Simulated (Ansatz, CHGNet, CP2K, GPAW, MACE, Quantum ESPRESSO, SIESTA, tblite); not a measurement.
# Random packing of Sn (61 atoms), the built cell with every atom moved at random

Calculated values (CHGNet 0.3.0, machine-learned interatomic potential CHGNet 0.3.0, trained on PBE(+U) plane-wave data; its forces lie 31 % r.m.s. from those of plane-wave PBE on this cell; published weights, no electronic structure; density 7.11 g/cm³) for the built cell with every atom moved at random.

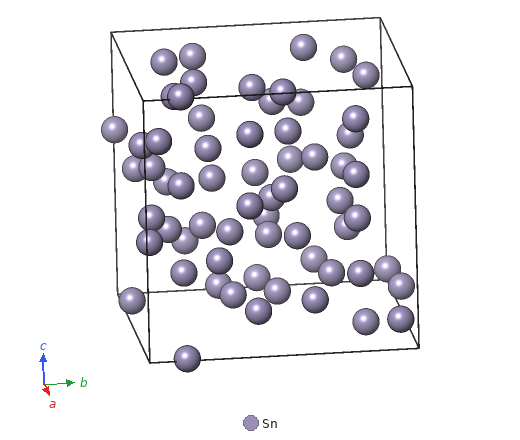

The structure (tin purple). Some periodic images of atoms are drawn too.

Cell vectors (Å):

```
11.914 0.000 0.000
0.000 11.914 0.000
0.000 0.000 11.914
```

Positions (Å):

```
1 Sn 11.627 1.693 0.022
2 Sn 5.331 0.032 1.098
3 Sn 9.605 6.442 11.356
4 Sn 3.112 4.125 0.997
5 Sn 7.430 6.866 8.985
6 Sn 3.799 6.304 3.364
7 Sn 4.738 3.759 6.313
8 Sn 2.201 0.680 6.252
9 Sn 8.683 1.739 11.174
10 Sn 5.376 1.707 4.262
11 Sn 2.602 9.934 3.205
12 Sn 4.034 10.002 7.744
13 Sn 4.074 10.758 10.426
14 Sn 1.320 8.156 8.619
15 Sn 1.025 6.059 0.684
16 Sn 7.239 0.429 8.646
17 Sn 6.143 2.899 11.074
18 Sn 0.055 0.042 7.494
19 Sn 10.574 0.783 9.675
20 Sn 11.165 4.763 9.936
21 Sn 5.702 8.217 7.279
22 Sn 7.241 4.210 4.506
23 Sn 8.146 9.758 5.055
24 Sn 0.390 2.987 2.368
25 Sn 3.660 1.897 11.409
26 Sn 1.345 3.424 10.978
27 Sn 11.108 9.510 3.331
28 Sn 3.653 6.631 9.358
29 Sn 2.454 11.682 1.142
30 Sn 5.781 5.514 10.609
31 Sn 4.888 1.103 6.983
32 Sn 7.579 0.730 5.410
33 Sn 9.842 7.614 1.905
34 Sn 7.944 2.054 2.933
35 Sn 2.403 3.629 8.435
36 Sn 10.453 9.489 7.663
37 Sn 4.864 9.386 5.014
38 Sn 10.337 0.303 5.053
39 Sn 0.417 10.202 10.224
40 Sn 11.391 4.661 6.745
41 Sn 3.337 3.445 3.816
42 Sn 5.124 6.482 1.129
43 Sn 7.554 10.091 0.169
44 Sn 2.369 5.938 5.823
45 Sn 2.127 9.910 5.840
46 Sn 0.482 6.593 3.331
47 Sn 0.320 2.256 5.070
48 Sn 2.547 8.199 11.435
49 Sn 9.389 1.865 7.290
50 Sn 10.094 3.401 3.972
51 Sn 8.762 9.725 9.737
52 Sn 0.709 8.641 1.301
53 Sn 0.123 7.772 5.736
54 Sn 9.273 6.445 6.866
55 Sn 6.712 8.719 2.252
56 Sn 10.375 5.039 1.670
57 Sn 5.679 6.277 5.540
58 Sn 7.971 7.108 4.356
59 Sn 7.455 3.310 8.401
60 Sn 6.769 4.339 1.506
61 Sn 11.804 11.152 1.341
```

**Question.** What force acts on each atom?

Columns: atom, fx, fy, fz (forces in eV/Å).

```
1 -1.574 -1.163 1.613
2 1.422 -0.330 0.509
3 -1.830 1.427 -2.175
4 1.198 1.176 1.787
5 1.400 0.758 -0.013
6 -1.461 0.692 1.630
7 -0.202 1.194 1.776
8 2.995 1.599 -0.982
9 -1.679 1.015 2.427
10 -1.501 -1.250 -2.298
11 0.836 -1.072 -0.666
12 -1.466 2.585 2.282
13 0.205 0.095 0.664
14 -0.548 -1.160 -0.788
15 0.395 -1.870 -2.181
16 -0.575 -1.740 0.746
17 0.719 -1.294 -0.757
18 -1.161 -1.114 0.959
19 1.058 -1.330 -1.754
20 -0.360 -0.040 -2.139
21 2.851 -1.348 2.474
22 0.529 0.595 0.807
23 0.176 1.258 0.546
24 1.945 -0.207 -0.273
25 -0.322 -2.111 -1.368
26 0.811 0.891 -1.628
27 -1.390 1.432 4.074
28 -0.600 -0.879 -1.448
29 1.712 1.857 -0.847
30 0.164 -0.162 -0.410
31 -0.105 -1.523 1.885
32 0.404 -1.768 1.272
33 -2.292 2.087 0.287
34 0.446 -2.397 -2.916
35 0.271 0.267 -1.070
36 0.372 -0.564 -1.691
37 0.668 1.175 -2.876
38 0.020 -2.255 -1.287
39 -0.362 0.948 0.791
40 0.922 -0.735 0.488
41 -1.785 0.344 -0.741
42 0.599 2.635 -1.359
43 0.049 1.906 -0.213
44 -0.154 -0.518 1.297
45 -1.967 -1.142 0.452
46 0.460 -1.539 0.759
47 2.671 0.857 0.893
48 2.823 0.452 -1.399
49 1.883 0.464 -0.544
50 -1.808 1.933 0.938
51 -0.604 -0.281 -0.010
52 -0.321 -0.075 0.066
53 -1.032 0.876 1.492
54 -0.043 0.316 0.087
55 -1.066 -0.659 1.477
56 -0.517 -3.223 0.204
57 -1.509 -0.729 -0.210
58 1.831 -0.959 -1.174
59 -1.492 2.501 0.592
60 1.214 -0.369 0.772
61 -3.319 2.475 -0.831
```

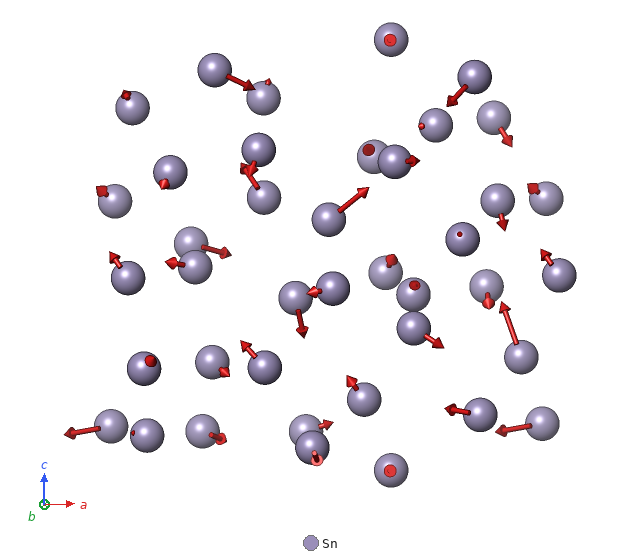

The forces as arrows, the longest 4.54 eV/Å. Drawn is a slice 7 Å thick, seen along the normal of the ac plane.

The r.m.s. force component is 1.39 eV/Å; the longest force, 4.54 eV/Å, acts on Sn27.

[Logs are printed without paths, hosts, clocks, repeated set-up lines and the standing remarks that a program may print on its own settings, such as how far it seeks lower states.]

[Hosts, paths, dates, database ids (printed as entryN), source tags and the programs' standing remarks are cut or masked in the printed files.]
